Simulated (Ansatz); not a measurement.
# What NaGeCl3 (model cell, started as cubic perovskite with Ge in the octahedra) distorts into

Wanted: the energy along a soft mode of NaGeCl3 (model cell, started as cubic perovskite with Ge in the octahedra) and the structure at the end.

Program: Ansatz 0.2.0. Level of theory: DFT PBEsol, scalar-relativistic, plane waves, PAW; PAW set soft_1. Results are calculated unless marked as measured.

The structure was built from a prototype and need not be the compound's stable phase.

### Step 1. The starting structure

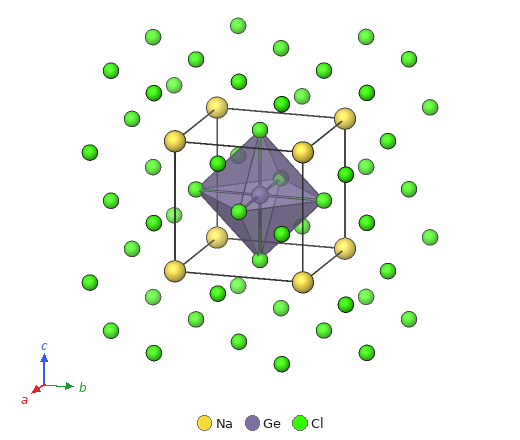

The starting structure, seen slightly off an axis (sodium yellow, germanium purple, chlorine green). Some periodic images of atoms are drawn too.

### Step 2. The dispersion

The cell comes from relaxations at this level that are not shown. Stability and thermal properties need the whole zone. Linear response on a 2×2×2 q mesh gives force constants as far as a supercell of that size would, and the tensors from the zone-centre run are typed in so that the long-range dipole term is interpolated apart.

The input, input.yaml:

```yaml
crystal:
  lattice:
    - [5.1274103071, 0.0, 0.0]
    - [0.0, 5.1274103071, 0.0]
    - [0.0, 0.0, 5.1274103071]
  atoms:
    - { symbol: Na, position: [0.0, 0.0, 0.0] }
    - { symbol: Ge, position: [0.5, 0.5, 0.5] }
    - { symbol: Cl, position: [0.5, 0.5, 0.0] }
    - { symbol: Cl, position: [0.5, 0.0, 0.5] }
    - { symbol: Cl, position: [0.0, 0.5, 0.5] }
kpoints:
  mp_grid: { grid: [12, 12, 12] }
hamiltonian:
  xc: pbesol
  pseudopotentials: { kind: paw, azcp: { folder: soft_1 }, xc_functional: pbe }
scf:
  occupations: { method: fixed }
output:
  eigenvalues: true
phonons:
  method: dfpt
  qmesh: [2, 2, 2]
  temperatures: { t_max: 1000, t_step: 50 }
  qpath:
    path:
      - [[0.0, 0.0, 0.0], [0.0, 0.5, 0.0], [0.5, 0.5, 0.0], [0.0, 0.0, 0.0], [0.5, 0.5, 0.5], [0.0, 0.5, 0.0]]
      - [[0.5, 0.5, 0.5], [0.5, 0.5, 0.0]]
    npoints: 10
  non_analytic_term:
    high_frequency_dielectric_tensor: [[7.5307, 0.0, 0.0], [0.0, 7.5307, 0.0], [0.0, 0.0, 7.5307]]
    born_effective_charges:
      - { species: Na, tensor: [[1.3094, 0.0, 0.0], [0.0, 1.3094, 0.0], [0.0, 0.0, 1.3094]] }
      - { species: Ge, tensor: [[5.0496, 0.0, 0.0], [0.0, 5.0496, 0.0], [0.0, 0.0, 5.0496]] }
      - { species: Cl, tensor: [[-0.545, 0.0, 0.0], [0.0, -0.545, 0.0], [0.0, 0.0, -5.269]] }
      - { species: Cl, tensor: [[-0.545, 0.0, 0.0], [0.0, -5.269, 0.0], [0.0, 0.0, -0.545]] }
      - { species: Cl, tensor: [[-5.269, 0.0, 0.0], [0.0, -0.545, 0.0], [0.0, 0.0, -0.545]] }
    source: "zone-centre run at this cell"
```

Launch:

```sh
$ ansatz run input.yaml --threads 8 --pin off --max-ram 16384MiB --backend cpu --events-out ev --progress --plain --runs-dir out
```

Numbers of over 12 decimals in the logs are rounded to 6 here.

The log of the run:

```text
Engine: ansatz 0.2.0, aarch64-unknown-linux-gnu
Pseudopotentials: kind: paw
Pseudopotential: Na, paw, valence charge 9, recommended cutoff 420 eV (normal), soft_1/Na.paw.azcp
Pseudopotential: Ge, paw, valence charge 14, recommended cutoff 420 eV (normal), soft_1/Ge.paw.azcp
Pseudopotential: Cl, paw, valence charge 7, recommended cutoff 420 eV (normal), soft_1/Cl.paw.azcp
Functional definition: PBEsol
  exchange = pbesol_x
  correlation = pbesol_c
Crystal: 5 atoms, lattice volume = 134.801 Å³
Basis set: ecut = 420 eV, 2601 PW (Γ), exchange–correlation on 72×72×72 points (8 copies of the dense FFT grid, shifted against one another)
Bands: 27, of which v1, the nominal top of the filled ones, is band 22 counted from 1 (21 counted from 0)
Symmetry: 48 space group operations
k-points: 84 of 1728
Non-local potential: Na, projectors of the file, l = 0: 3, l = 1: 2, l = 2: 1
Non-local potential: Ge, projectors of the file, l = 0: 2, l = 1: 2, l = 2: 3, l = 3: 1
Non-local potential: Cl, projectors of the file, l = 0: 2, l = 1: 2, l = 2: 1
PAW form: soft (Blöchl's): semilocal exchange-correlation on the pseudo side does not see the compensation charge
PAW frozen core: Na, regenerated for the run's functional, and the local potential with it (the file was generated under x = pbe(κ = 0.804, μ = 0.219515), c = pbe(β = 0.066725))
PAW frozen core: Ge, regenerated for the run's functional, and the local potential with it (the file was generated under x = pbe(κ = 0.804, μ = 0.219515), c = pbe(β = 0.066725))
PAW frozen core: Cl, regenerated for the run's functional, and the local potential with it (the file was generated under x = pbe(κ = 0.804, μ = 0.219515), c = pbe(β = 0.066725))
PAW one-centre angular grid: Na, 110 points (default); XC on 64 Gauss nodes
PAW one-centre angular grid: Ge, 590 points (default); XC on 64 Gauss nodes
PAW one-centre angular grid: Cl, 110 points (default); XC on 64 Gauss nodes
Initial density: superposition of atomic densities (chi_scale 0.1, normalization cell, long waves kept (reshape's long-wave potential 0.02 eV rms))
Initial wavefunctions: pseudopotential atomic-orbital guess
Functional: x = pbesol(κ = 0.804, μ = 0.123457), c = pbesol(β = 0.046)
SCF iter   1: F=—  HF=-8918.521809 eV  |F-HF|=—  |Δ(HF+E_count)|=         —  Δρ=5.03e-2  dr2=2.94e0  ethr=3.10e-3  ⟨swp⟩=5.1  Hψ=9374  notcnv=0  defer=214
preconditioner: auto → Resta (q_TF=auto, 2.264 Å⁻¹)  ε∞=3.7  [insulator: Δε(μ)=0.000 eV  Ē_g=9.900 eV  n_scr=26 (ndim 8)  ℏωp=16.3 eV  f_vac=0.027  ε∞_Penn≈3.7]
SCF iter   2: F=—  HF=-8917.357568 eV  |F-HF|=—  |Δ(HF+E_count)|=    1.16e0  Δρ=1.79e-2  dr2=4.79e-1  ethr=3.10e-3  ⟨swp⟩=3.0  Hψ=5292  notcnv=0  defer=217
SCF iter   3: F=—  HF=-8917.171670 eV  |F-HF|=—  |Δ(HF+E_count)|=   1.86e-1  Δρ=6.01e-3  dr2=6.67e-2  ethr=1.09e-3  ⟨swp⟩=2.6  Hψ=4255  notcnv=0  defer=240
SCF iter   4: F=—  HF=-8917.159066 eV  |F-HF|=—  |Δ(HF+E_count)|=   1.26e-2  Δρ=2.19e-3  dr2=8.14e-3  ethr=1.51e-4  ⟨swp⟩=3.0  Hψ=4055  notcnv=0  defer=246
SCF iter   5: F=—  HF=-8917.158062 eV  |F-HF|=—  |Δ(HF+E_count)|=   1.00e-3  Δρ=7.78e-4  dr2=8.99e-4  ethr=1.85e-5  ⟨swp⟩=2.6  Hψ=4198  notcnv=0  defer=248
SCF iter   6: F=—  HF=-8917.158500 eV  |F-HF|=—  |Δ(HF+E_count)|=   4.38e-4  Δρ=1.29e-4  dr2=2.54e-5  ethr=2.04e-6  ⟨swp⟩=2.0  Hψ=3924  notcnv=0  defer=248
SCF iter   7: F=—  HF=-8917.158548 eV  |F-HF|=—  |Δ(HF+E_count)|=   4.79e-5  Δρ=5.59e-5  dr2=4.47e-6  ethr=5.77e-8  ⟨swp⟩=2.0  Hψ=3933  notcnv=0  defer=248
SCF iter   8: F=—  HF=-8917.158546 eV  |F-HF|=—  |Δ(HF+E_count)|=   2.35e-6  Δρ=1.19e-5  dr2=3.26e-7  ethr=1.01e-8  ⟨swp⟩=2.0  Hψ=4045  notcnv=0  defer=205
SCF iter   9: F=—  HF=-8917.158549 eV  |F-HF|=—  |Δ(HF+E_count)|=   3.06e-6  Δρ=3.44e-6  dr2=2.22e-8  ethr=7.41e-10  ⟨swp⟩=2.0  Hψ=4040  notcnv=0  defer=147
SCF iter  10: F=—  HF=-8917.158549 eV  |F-HF|=—  |Δ(HF+E_count)|=   4.12e-8  Δρ=5.99e-7  dr2=6.40e-10  ethr=5.05e-11  ⟨swp⟩=2.0  Hψ=3944  notcnv=0  defer=148
SCF iter  11: F=—  HF=-8917.158549 eV  |F-HF|=—  |Δ(HF+E_count)|=   2.37e-9  Δρ=2.15e-7  dr2=7.36e-11  ethr=1.46e-12  ⟨swp⟩=2.0  Hψ=3920  notcnv=0  defer=148
SCF iter  12: F=-8917.158549 eV  HF=-8917.158549 eV  |F-HF|=3.64e-12  |Δ(HF+E_count)|=  2.76e-10  Δρ=4.74e-8  dr2=5.21e-12  ethr=1.00e-12  ⟨swp⟩=15.4  Hψ=14758  notcnv=0
SCF 1 converged in 12 iterations: F = -8917.158549 eV  dr2 = 5.21e-12
  greatest PAW one-centre occupation: 0.999 electrons in one spin orbital (limit 2), on the Na atom at site 0 (counted from 0), in its partial waves of l = 0
NSCF: frozen V_eff on 84 k-points
NSCF: frozen V_eff on 343 k-points
DFPT response loops at q = (0, 0, 0) (fractional): preconditioner auto → none (the input reference at scf.mixing.eps_inf says where Resta's filter doesn't serve); β = 0.50; Broyden in place of MSR1
NSCF: frozen V_eff on 686 k-points
DFPT response loops at q = (0, 0, -0.5) (fractional): mixed as the last ones told, above
NSCF: frozen V_eff on 686 k-points
DFPT response loops at q = (0, -0.5, -0.5) (fractional): mixed as the last ones told, above
NSCF: frozen V_eff on 686 k-points
DFPT response loops at q = (-0.5, -0.5, -0.5) (fractional): mixed as the last ones told, above
SCF converged after 12 iterations
Free energy (F): -8917.158549 eV
Harris-Foulkes:  -8917.158549 eV  (|F-HF|=3.64e-12)
Internal energy: -8917.158549 eV  (E = F + TS)
E sigma→0 (E₀):  -8917.158549 eV
Fermi energy:    4.571986 eV
--- Per-component energies (eV) ---
  E_band       = -514.014513
  E_kinetic    = 660.773543
  E_local      = -5011.220536  (includes V_loc(G=0)·N_el)
  E_nonlocal   = 585.948506
  E_hartree    = 2046.687214
  E_xc         = -427.101896
  E_vxc        = -460.395837  (∫ρ·V_xc dr)
  E_paw        = -4171.552038  (= ΣΔE_a)
  E_vpaw       = -382.494929  (= ΣTr[D̂ρ^β])
  E_aug_tail   = 0.000331  (compensation charges beyond the density's cutoff)
  E_ewald      = -2601.901603
  E_core_change = 1.207928  (= ΣΔE_core)
  E_smearing   = -0.000000  (= −TS)
  E_closure    = -0.000000  (closes the sum)
  Σ components = -8917.158549   (vs F -8917.158549, Δ=0.00e0)
--- Band table (eV; the first three rows and the last of 84) ---
  k-point 0: bands = [... 18 lower, 0.6925, 0.7739, 0.7739, 0.7739, 5.4119, 9.4622, 9.4622, 9.4705, ... 1 higher]
  k-point 1: bands = [... 18 lower, 0.6807, 0.7632, 0.7632, 0.7768, 5.4892, 9.4169, 9.4478, 9.4478, ... 1 higher]
  k-point 2: bands = [... 18 lower, 0.6490, 0.7508, 0.7508, 0.8157, 5.7097, 9.0408, 9.2681, 9.4112, ... 1 higher]
  k-point 83: bands = [... 18 lower, 1.3479, 1.3479, 1.3479, 4.5720, 4.9197, 4.9197, 4.9197, 6.3794, ... 1 higher]
--- Phonons (Γ-DFPT): 4 representative perturbations + reference (Σ response iterations 12) ---
  ASR residual: 5.850e-5 → 0.000e0 eV/Å²; symmetrization residual: 5.549e-6 eV/Å²
  ASR residual per site (eV/Å²): 5.85e-5 1.68e-5 3.51e-5 3.51e-5 3.51e-5
  Γ frequencies (cm⁻¹): -89.48 -89.48 -89.48 0.00 0.00 0.00 15.84 15.84 15.84 34.58 34.58 34.58 103.34 103.34 103.34
--- Phonons (arbitrary-q DFPT): 4 irreducible q on the 2×2×2 mesh ---
  q = [0.0000, 0.0000, 0.0000] (star 1, of the zone-centre solve; hermiticity 1.78e-5, symmetrization 9.42e-12): -89.48 -89.48 -89.48 -0.00 -0.00 -0.00 15.84 15.84 15.84 34.58 34.58 34.58 103.34 103.34 103.34
  q = [0.0000, 0.0000, -0.5000] (star 3, 9 solved perturbations in 2646 linear systems a pass and spin channel, the states on 343 of 1728 k-point pairs; hermiticity 1.54e-6, symmetrization 2.08e-9): -82.21 -82.21 -20.44 -20.44 42.48 42.48 55.71 64.58 68.07 69.74 69.74 88.06 88.06 185.18 256.58
  q = [0.0000, -0.5000, -0.5000] (star 3, 9 solved perturbations in 2646 linear systems a pass and spin channel, the states on 343 of 1728 k-point pairs; hermiticity 1.73e-6, symmetrization 2.01e-8): -79.42 -79.42 -74.17 -71.02 51.64 57.92 57.92 72.31 73.83 73.83 118.62 186.09 186.09 231.52 262.15
  q = [-0.5000, -0.5000, -0.5000] (star 1, 4 solved perturbations in 931 linear systems a pass and spin channel, the states on 343 of 1728 k-point pairs; hermiticity 7.21e-7, symmetrization 4.06e-10): -83.49 -83.49 -83.49 -74.19 -74.19 -74.19 124.07 124.07 124.07 177.21 177.21 177.21 231.12 231.12 268.96
  sum rule: each row above includes the acoustic sum rule's correction from the zone centre's row sums; it moved no ω² by more than (0.83 cm⁻¹)²
  mesh force constants: q→R imaginary residual 8.03e-18; ASR residual 5.850e-5 → 0.000e0 eV/Å²; symmetrization residual 5.329e-15 eV/Å²
  interpolated dispersion: 63 rows × 15 modes
  density of states and harmonic sums: on the 12×12×12 q-mesh, interpolated from the force constants of a 2×2×2 supercell (with the dipole–dipole term of supplied tensors)
  largest difference from the sums on the solved wave vectors: F 1.01e-1 eV, S 1.12e-4 and C_V 5.68e-5 eV/K
  zero-point energy: 0.075838 eV/cell   skipped modes (ω ≤ 0): 386, of them read as no rigid motion or as one in doubt: 383 (4.624e0 modes/cell left out, lowest -89.48 cm⁻¹)   left out of the sums: 3.08e-1 of the cell's modes: C_V's classical limit lies that fraction below 3 k_B per atom; for a crystal, a wire or a layer, F and S can be off by more, and a phonons.interpolated_qmesh denser along its periods is the remedy for the sampling
```

Wall time 5 min (8 threads of Arm Neoverse V1, shared host); peak memory 3 GiB; 39 min of CPU time.

The column dr2 measures how far the density is from self-consistency, as an energy; F and HF (Harris–Foulkes) agree once it is small.

Numbers from this step:

| Property | Result |
| --- | --- |
| gap on the k-mesh | 0.3477 eV |
| volume per atom | 26.96 Å³ |
| sum-rule residual before enforcement | 5.85e-5 eV/Å² |
| lowest frequency on the path | -89.48 cm⁻¹ |
| point group | m-3m |
| highest frequency on the path or at a solved wavevector | 269 cm⁻¹ |
| highest optical mode at the zone centre (no LO-TO term) | 103.3 cm⁻¹ |
| lowest optical zone-centre mode | -89.48 cm⁻¹ |
| lowest mode on the q mesh (acoustic modes at Γ apart) | -89.48 cm⁻¹ |

Frequencies (cm⁻¹) solved at each irreducible wavevector; negative means imaginary. Frequencies by wavevector, by row:

| q in reciprocal lattice units | star | mode 1 | mode 2 | mode 3 | mode 4 | mode 13 | mode 14 | mode 15 |
| --- | --- | --- | --- | --- | --- | --- | --- | --- |
| 0 0 0 | 1 | -89.5 | -89.5 | -89.5 | 0 | 103.3 | 103.3 | 103.3 |
| 0 0 -0.5 | 3 | -82.2 | -82.2 | -20.4 | -20.4 | 88.1 | 185.2 | 256.6 |
| 0 -0.5 -0.5 | 3 | -79.4 | -79.4 | -74.2 | -71 | 186.1 | 231.5 | 262.1 |
| -0.5 -0.5 -0.5 | 1 | -83.5 | -83.5 | -83.5 | -74.2 | 231.1 | 231.1 | 269 |

Interpolated from a 2×2×2 q mesh, with the LO-TO term (at Γ the limit along the path; where Γ stands inside the path, tables give the limit on arrival). Phonon branches along the path, in cm⁻¹:

| point | branch 1 | branch 2 | branch 3 | branch 4 | branch 12 | branch 13 | branch 14 | branch 15 |
| --- | --- | --- | --- | --- | --- | --- | --- | --- |
| Γ | -90 | -90 | -84 | 0 | 102 | 103 | 103 | 243 |
| X | -82 | -82 | -20 | -20 | 88 | 88 | 185 | 257 |
| M | -79 | -79 | -74 | -71 | 186 | 186 | 232 | 262 |
| Γ | -90 | -90 | -84 | 0 | 102 | 103 | 103 | 243 |
| R | -84 | -84 | -84 | -74 | 177 | 231 | 231 | 269 |
| X | -82 | -82 | -20 | -20 | 88 | 88 | 185 | 257 |
| jump to R | -84 | -84 | -84 | -74 | 177 | 231 | 231 | 269 |
| M | -79 | -79 | -74 | -71 | 186 | 186 | 232 | 262 |

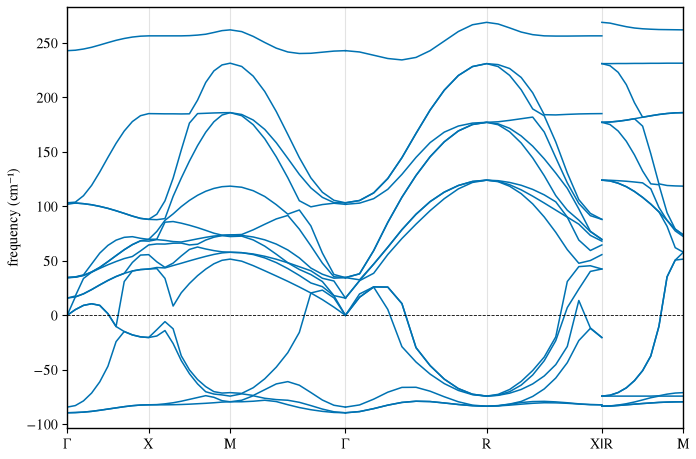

Phonon branches along the path.

Symmetry leaves 4 wavevectors to solve. The lowest mode among them, the acoustic zeros apart, lies at Γ and is imaginary, 89.5i cm⁻¹, so the energy falls along it.

### Step 3. The mode frozen in, largest atomic shift 0 Å

The mode followed lies at q = (-0.5, -0.5, -0.5) with frequency 83.5i cm⁻¹ and is 3-fold degenerate, one of the unstable modes though not the softest. At small amplitude the distorted cell has space group no. 166 by a symmetry search on the positions. The undistorted cell that holds it gives the zero of energy on the same k mesh.

System of this step: NaGeCl3 (model cell, started as cubic perovskite with Ge in the octahedra). The structure is cubic, space group Pm-3m (No. 221). The conventional cell has a = 5.127 Å, b = 5.127 Å, c = 5.127 Å, α = 90.00°, β = 90.00°, γ = 90.00°. Nearest to Na lie 12 Cl at 3.63 Å. Nearest to Ge lie 6 Cl at 2.56 Å. Nearest to Cl lie 2 Ge at 2.56 Å. Farther neighbours and most contacts between anions are not listed.

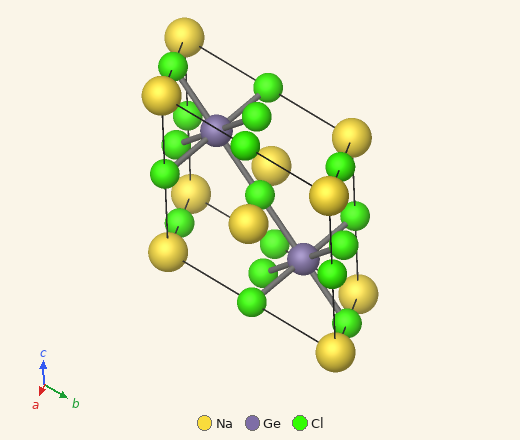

The cell of this step (sodium yellow, germanium purple, chlorine green). Some periodic images of atoms are drawn too.

The input, input.yaml:

```yaml
crystal:
  lattice:
    - [5.1274103071, 5.1274103071, 0.0]
    - [5.1274103071, 0.0, 5.1274103071]
    - [5.1274103071, 0.0, -5.1274103071]
  atoms:
    - { symbol: Na, position: [0.0, 0.5, 0.5] }
    - { symbol: Na, position: [0.0, 0.0, 1.0] }
    - { symbol: Ge, position: [0.5, 0.25, 0.75] }
    - { symbol: Ge, position: [0.5, 0.75, 0.25] }
    - { symbol: Cl, position: [0.5, 0.0, 1.0] }
    - { symbol: Cl, position: [0.5, 0.5, 0.5] }
    - { symbol: Cl, position: [0.0, 0.5, 0.0] }
    - { symbol: Cl, position: [0.0, 0.0, 0.5] }
    - { symbol: Cl, position: [0.5, 0.0, 0.5] }
    - { symbol: Cl, position: [0.5, 0.5, 0.0] }
kpoints:
  mp_grid: { grid: [10, 10, 10] }
hamiltonian:
  xc: pbesol
  pseudopotentials: { kind: paw, azcp: { folder: soft_1 }, xc_functional: pbe }
scf:
  occupations: { method: gaussian, width: 0.02 }
output:
  forces: true
  stress: true
  eigenvalues: true
```

The log of the run:

```text
[...]
Crystal: 10 atoms, lattice volume = 269.603 Å³
Basis set: ecut = 420 eV, 5209 PW (Γ), exchange–correlation on 100×100×100 points (8 copies of the dense FFT grid, shifted against one another)
Bands: 54, of which v1, the nominal top of the filled ones, is band 44 counted from 1 (43 counted from 0)
Symmetry: 96 space group operations
[...]
k-points: 47 of 1000
[...]
k-point 0: bands = [... 40 lower, 1.3477, 1.3477, 1.3477, 4.5719, 4.9196, 4.9196, 4.9196, 5.4118, ... 4 higher]
  k-point 1: bands = [... 40 lower, 1.3097, 1.3097, 1.3296, 4.0528, 5.0655, 5.0655, 5.4306, 5.4950, ... 4 higher]
  k-point 2: bands = [... 40 lower, 1.2249, 1.2249, 1.2778, 3.3923, 5.4606, 5.4606, 5.7293, 6.0655, ... 4 higher]
  k-point 46: bands = [... 40 lower, 0.9234, 1.1373, 2.2531, 2.5668, 5.7032, 5.8496, 7.0632, 7.3117, ... 4 higher]
[key lines of the parts left out:]
SCF converged after 9 iterations
Free energy (F): -17834.317419 eV
Fermi energy:    4.745142 eV
P = ⅓ Tr σ = -0.0024 GPa (-0.024 kbar)
```

Elapsed: 6 s, on 8 threads; peak memory 1.2 GiB.

Numbers from this step:

- pressure: -0.002401 GPa
- energy from the undistorted cell: 0 meV/atom

At this level the gap is 0.35 eV on the k-mesh of the self-consistent run, which can miss the band edges.

### Step 4. The mode frozen in, largest atomic shift 0.6 Å

The atoms are moved along the unstable eigenvector, the largest shift by 0.6 Å, with the cell fixed.

input.yaml, the sections that differ from step 3:

```yaml
crystal:
  lattice:
    - [5.1274103071, 5.1274103071, 0.0]
    - [5.1274103071, 0.0, 5.1274103071]
    - [5.1274103071, 0.0, -5.1274103071]
  atoms:
    - { symbol: Na, position: [-0.0675604527, 0.5337802263, 0.601340679] }
    - { symbol: Na, position: [0.0675604527, -0.0337802263, 0.898659321] }
    - { symbol: Ge, position: [0.5, 0.25, 0.75] }
    - { symbol: Ge, position: [0.5, 0.75, 0.25] }
    - { symbol: Cl, position: [0.5126957901, -0.0126957901, 0.9873042099] }
    - { symbol: Cl, position: [0.4873042099, 0.5126957901, 0.5126957901] }
    - { symbol: Cl, position: [0.0, 0.5, -0.0126957901] }
    - { symbol: Cl, position: [0.0, 0.0, 0.5126957901] }
    - { symbol: Cl, position: [0.4873042099, 0.0, 0.5126957901] }
    - { symbol: Cl, position: [0.5126957901, 0.5, -0.0126957901] }
# kpoints, hamiltonian, scf, output: as in step 3
```

The log of the run:

```text
[...]
Crystal: 10 atoms, lattice volume = 269.603 Å³
Basis set: ecut = 420 eV, 5209 PW (Γ), exchange–correlation on 100×100×100 points (8 copies of the dense FFT grid, shifted against one another)
Bands: 54, of which v1, the nominal top of the filled ones, is band 44 counted from 1 (43 counted from 0)
Symmetry: 12 space group operations
[...]
k-points: 116 of 1000
[...]
k-point 0: bands = [... 40 lower, 1.2354, 1.2354, 1.3043, 4.3946, 4.8342, 4.8619, 4.8619, 5.6064, ... 4 higher]
  k-point 1: bands = [... 40 lower, 1.1977, 1.1977, 1.2871, 3.9281, 5.0059, 5.0059, 5.2915, 5.6868, ... 4 higher]
  k-point 2: bands = [... 40 lower, 1.1137, 1.1137, 1.2382, 3.2965, 5.3964, 5.3964, 5.8686, 5.9400, ... 4 higher]
  k-point 115: bands = [... 40 lower, 0.9549, 0.9629, 2.2033, 2.2779, 5.6799, 5.9368, 7.3700, 7.4603, ... 4 higher]
[key lines of the parts left out:]
SCF converged after 11 iterations
Free energy (F): -17834.502111 eV
Fermi energy:    4.614363 eV
P = ⅓ Tr σ = 0.3984 GPa (3.984 kbar)
```

The job ended after 16 s (8 threads; peak memory 1.7 GiB; 2.1 min of CPU time).

Numbers from this step:

```
pressure                         : 0.3984 GPa
gap on the k-mesh                : 0.4396 eV
energy from the undistorted cell : -18.47 meV/atom
```

The energy, extrapolated to zero smearing, is -18.47 meV/atom against the undistorted cell.

The run ends at a pressure of 0.40 GPa, with forces up to 0.21 eV/Å.

(Part 1 of 2 ends here.)

[Logs are printed without paths, hosts, clocks, repeated set-up lines and the standing remarks that a program may print on its own settings, such as how far it seeks lower states.]

[Hosts, paths, dates, database ids (printed as entryN), source tags and the programs' standing remarks are cut or masked in the printed files.]
